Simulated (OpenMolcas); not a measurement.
CO2: excited-state calculation (part 4 of 4)

The same run, continued: CO2, SMILES O=C=O; NEVPT2/ANO-RCC-VDZ, DKH2 (OpenMolcas 26.06). The geometry comes from this level: PBE0-D4/def2-TZVP.

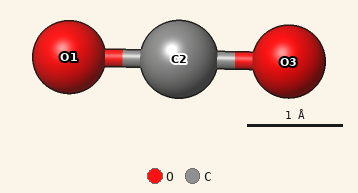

The structure as given in the input (ball-and-stick view, seen at a tilt; atoms are numbered from 1 in the order of the input).

The program's output, continued
```
--------------------------------------------------------------------------------------------------------------
 Report on small energy denominators, large coefficients, and large energy contributions.
CASE  SYMM ACTIVE-MIX  NON-ACTIVE INDICES          DENOMINATOR     RHS VALUE       COEFFICIENT     CONTRIBUTION
VJTU     1  Mu1.0001  In1.006                       0.27287777     -0.00000347      0.00001270     -0.00000000
VJTU     1  Mu1.0001  In1.007                       0.22143731      0.00000000     -0.00000001     -0.00000000
VJTU     1  Mu1.0001  In1.008                       0.18713625      0.01272345     -0.06799029     -0.00086507
VJTU     1  Mu1.0001  In1.009                       0.02690165      0.00000005     -0.00000182     -0.00000000
VJTU     1  Mu1.0001  In1.010                       0.11351356      0.00000096     -0.00000850     -0.00000000
VJTIP    1  Mu1.0001  In1.009 In1.009               1.27669526      0.18277604     -0.14316340     -0.02616684
ATVX     1  Mu1.0001  Se1.013                      -0.01220523     -0.00000000     -0.00000013      0.00000000
ATVX     1  Mu1.0001  Se1.014                       0.07328652     -0.00000010      0.00000139     -0.00000000
ATVX     1  Mu1.0001  Se1.015                       0.10896556     -0.00000052      0.00000473     -0.00000000
ATVX     1  Mu1.0001  Se1.016                       0.27682167      0.00000002     -0.00000008     -0.00000000
ATVX     1  Mu1.0002  Se1.016                       0.64775906      0.01770418     -0.02733143     -0.00048388
ATVX     1  Mu1.0001  Se1.017                       0.27397630      0.00000020     -0.00000074     -0.00000000
AIVX     1  Mu1.0001  In1.007 Se1.013               0.25949954     -0.00000008      0.00000032     -0.00000000
AIVX     1  Mu1.0001  In1.008 Se1.013               0.22519848     -0.00000062      0.00000273     -0.00000000
AIVX     1  Mu1.0001  In1.009 Se1.013               0.06496387      0.00000063     -0.00000969     -0.00000000
AIVX     1  Mu1.0001  In1.010 Se1.013               0.15157578     -0.00000000      0.00000000     -0.00000000
AIVX     1  Mu1.0001  In1.009 Se1.014               0.15045562     -0.00062142      0.00413024     -0.00000257
AIVX     1  Mu1.0004  In1.009 Se1.014               0.88643049      0.02828183     -0.03190530     -0.00090234
AIVX     1  Mu1.0001  In1.010 Se1.014               0.23706754     -0.00000000      0.00000001     -0.00000000
AIVX     1  Mu1.0002  In1.010 Se1.014               0.51480645      0.01702002     -0.03306100     -0.00056270
AIVX     1  Mu1.0001  In1.009 Se1.015               0.18613467      0.00000000     -0.00000000     -0.00000000
AIVX     1  Mu1.0001  In1.010 Se1.015               0.27274658     -0.00000040      0.00000147     -0.00000000
AIVX     1  Mu1.0004  In1.009 Se1.017               1.08712027     -0.03003462      0.02762769     -0.00082979
AIVX     1  Mu1.0002  In1.009 Se1.019               0.81221004      0.10108427     -0.12445582     -0.01258052
AIVX     1  Mu1.0003  In1.009 Se1.019               0.82837716     -0.05181030      0.06254434     -0.00324044
AIVX     1  Mu1.0004  In1.010 Se1.019               1.35705790      0.06711793     -0.04945841     -0.00331955
AIVX     1  Mu1.0004  In1.006 Se1.021               1.63330424     -0.08268593      0.05062494     -0.00418597
AIVX     1  Mu1.0004  In1.005 Se1.025               2.91023107      0.07514994     -0.02582267     -0.00194057
AIVX     1  Mu1.0004  In1.007 Se1.025               2.19279389      0.08775917     -0.04002162     -0.00351226
VJAIP    1  Mu1.0002  Se1.013 In1.009 In1.005       2.10467312      0.05844165     -0.02776757     -0.00162278
VJAIP    1  Mu1.0002  Se1.015 In1.009 In1.006       1.55984720     -0.04109360      0.02634463     -0.00108260
VJAIP    1  Mu1.0002  Se1.013 In1.009 In1.007       1.38723594      0.03713748     -0.02677084     -0.00099420
VJAIP    1  Mu1.0002  Se1.018 In1.009 In1.007       1.71994894      0.04844664     -0.02816748     -0.00136462
VJAIP    1  Mu1.0002  Se1.021 In1.009 In1.007       1.97362531      0.07254934     -0.03675943     -0.00266687
VJAIP    1  Mu1.0002  Se1.019 In1.009 In1.008       1.82244212      0.05075560     -0.02785032     -0.00141356
VJAIP    1  Mu1.0002  Se1.020 In1.009 In1.009       1.68958936      0.07981693     -0.04724043     -0.00377059
VJAIP    1  Mu1.0002  Se1.016 In1.010 In1.009       1.56833909      0.04018820     -0.02562469     -0.00102981
VJAIM    1  Mu1.0002  Se1.013 In1.009 In1.005       2.10467312     -0.10004808      0.04753616     -0.00475590
VJAIM    1  Mu1.0002  Se1.015 In1.009 In1.006       1.55984720      0.05330462     -0.03417297     -0.00182158
VJAIM    1  Mu1.0002  Se1.013 In1.009 In1.007       1.38723594     -0.06324931      0.04559376     -0.00288377
VJAIM    1  Mu1.0002  Se1.018 In1.009 In1.007       1.71994894     -0.06437588      0.03742895     -0.00240952
VJAIM    1  Mu1.0002  Se1.021 In1.009 In1.007       1.97362531     -0.12580023      0.06374068     -0.00801859
VJAIM    1  Mu1.0002  Se1.019 In1.009 In1.008       1.82244212     -0.07837321      0.04300450     -0.00337040
VJAIM    1  Mu1.0002  Se1.016 In1.010 In1.009       1.56833909      0.06257581     -0.03989942     -0.00249674
BVATP    1  Mu1.0001  Se1.013 Se1.013               1.20455901      0.03523624     -0.02925240     -0.00103074
BJATP    1  Mu1.0002  In1.010 Se1.019 Se1.016       2.00481696     -0.05260023      0.02623692     -0.00138007
BJATP    1  Mu1.0002  In1.008 Se1.023 Se1.016       2.47240606     -0.07164281      0.02897696     -0.00207599
BJATM    1  Mu1.0002  In1.009 Se1.016 Se1.014       1.53418955     -0.04518623      0.02945284     -0.00133086
BJAIP    1  Se1.021 In1.006 Se1.025 In1.007         3.82609813     -0.11377906      0.02973762     -0.00338352
BJAIP    1  Se1.014 In1.006 Se1.021 In1.009         2.51973473     -0.07523059      0.02985655     -0.00224613
BJAIP    1  Se1.014 In1.009 Se1.014 In1.009         1.77286098      0.08912945     -0.05027436     -0.00448093
BJAIP    1  Se1.016 In1.008 Se1.019 In1.010         2.60725815      0.07065964     -0.02710113     -0.00191496
BJAIM    1  Se1.014 In1.006 Se1.020 In1.009         2.51973473      0.08900191     -0.03532194     -0.00314372
BJAIM    1  Se1.014 In1.007 Se1.024 In1.009         3.07922438     -0.09545402      0.03099937     -0.00295901
--

   (Skipping property calculation,
    use PROP keyword to activate)
--

  Total PC-NEVPT2 energies:
::    PC-NEVPT2 Root  1     Total energy:   -188.04434473
::    PC-NEVPT2 Root  2     Total energy:   -187.70461498
::    PC-NEVPT2 Root  3     Total energy:   -187.24734337

++ Multi-State NEVPT2 section:
********************************************************************************
  MULTI-STATE NEVPT2 SECTION
--------------------------------------------------------------------------------

  Output diagonal energies have been shifted. Add    188.00000000000000

  Effective Hamiltonian matrix (Symmetric):

                1               2               3
   1      -376.04434473
   2         0.00000002   -375.70461498
   3        -0.00026589     -0.00000002   -375.24734337

       Total QD-PC-NEVPT2 energies:
::    QD-PC-NEVPT2 Root  1     Total energy:   -188.04434482
::    QD-PC-NEVPT2 Root  2     Total energy:   -187.70461498
::    QD-PC-NEVPT2 Root  3     Total energy:   -187.24734328

       Eigenvectors:
            0.99999994      0.00000007     -0.00033361
           -0.00000007      1.00000000     -0.00000005
            0.00033361      0.00000005      0.99999994

--

  Effective Hamiltonian matrix (Symmetric):

                1               2               3
   1      -376.04434161
   2         0.00000002   -375.70458620
   3         0.00002494     -0.00000003   -375.24733692

       Total QD-SC-NEVPT2 energies:
::    QD-SC-NEVPT2 Root  1     Total energy:   -188.04434162
::    QD-SC-NEVPT2 Root  2     Total energy:   -187.70458620
::    QD-SC-NEVPT2 Root  3     Total energy:   -187.24733692

       Eigenvectors:
            1.00000000      0.00000007      0.00003129
           -0.00000007      1.00000000     -0.00000007
           -0.00003129      0.00000007      1.00000000

--

  THE ORIGINAL CI ARRAYS ARE NOW MIXED AS LINEAR
  COMBINATIONS, GIVEN BY THE EIGENVECTORS.
  A NEW JOBIPH FILE NAMED 'JOBMIX' IS PREPARED.
********************************************************************************

++ Mixed CI coefficients:
  The CI coefficients for the MIXED state nr.   1
--------------------------------------------------------------------------------
 CI COEFFICIENTS LARGER THAN  5.00E-02
  Occupation of active orbitals, and spin coupling
  of open shells. (u,d: Spin up or down).
  SGUGA info is (Midvert:IsyUp:UpperWalk/LowerWalk)
        Conf  SGUGA info        Occupation    Coefficient         Weight
           1  ( 1:1:   1/   1)   20              0.479893       0.230297
           2  ( 2:1:   1/   1)   ud             -0.714293       0.510215
           3  ( 3:1:   1/   1)   02              0.509400       0.259488

  The CI coefficients for the MIXED state nr.   2
--------------------------------------------------------------------------------
 CI COEFFICIENTS LARGER THAN  5.00E-02
  Occupation of active orbitals, and spin coupling
  of open shells. (u,d: Spin up or down).
  SGUGA info is (Midvert:IsyUp:UpperWalk/LowerWalk)
        Conf  SGUGA info        Occupation    Coefficient         Weight
           1  ( 1:1:   1/   1)   20              0.706805       0.499574
           3  ( 3:1:   1/   1)   02             -0.706805       0.499574

  The CI coefficients for the MIXED state nr.   3
--------------------------------------------------------------------------------
 CI COEFFICIENTS LARGER THAN  5.00E-02
  Occupation of active orbitals, and spin coupling
  of open shells. (u,d: Spin up or down).
  SGUGA info is (Midvert:IsyUp:UpperWalk/LowerWalk)
        Conf  SGUGA info        Occupation    Coefficient         Weight
           1  ( 1:1:   1/   1)   20              0.519739       0.270129
           2  ( 2:1:   1/   1)   ud              0.699237       0.488933
           3  ( 3:1:   1/   1)   02              0.490854       0.240938

--

--- Stop Module: caspt2 /rc=_RC_ALL_IS_WELL_ ---

.##################.
.# Happy landing! #.
.##################.

    Timing: Wall=2.62 User=2.05 System=0.56
```

This output came from the following input.

Input
```
* CO2 NEVPT2

&GATEWAY
  Coord
  3
  angstrom
  O        0.371620      -1.091900       0.088230
  C        0.000120       0.000050       0.000070
  O       -0.371750       1.091850      -0.088290
  Basis=ANO-RCC-VDZ
  Group=NoSym

&SEWARD

&RASSCF
  FileOrb=$CurrDir/step2.RasOrb
  Spin=1
  Nactel=2 0 0
  Inactive=10
  Ras2=2
  CIRoot=3 3 1
  OrbListing=NoCore

&CASPT2
  PC-NEVPT2
  Multistate=all
```

Launched with:
```bash
export MOLCAS_MEM=1860
pymolcas step12.input > step12.log
```

Results in brief

| quantity | value |
| --- | --- |
| outcome | converged |
| total energy | −188.044345 hartree |
| basis functions | 27 |
| hardware | 1 thread of Arm Neoverse V1, 24 GiB of memory available, shared host |
| wall time | 2.9 s |
| peak memory | 0.37 GiB |
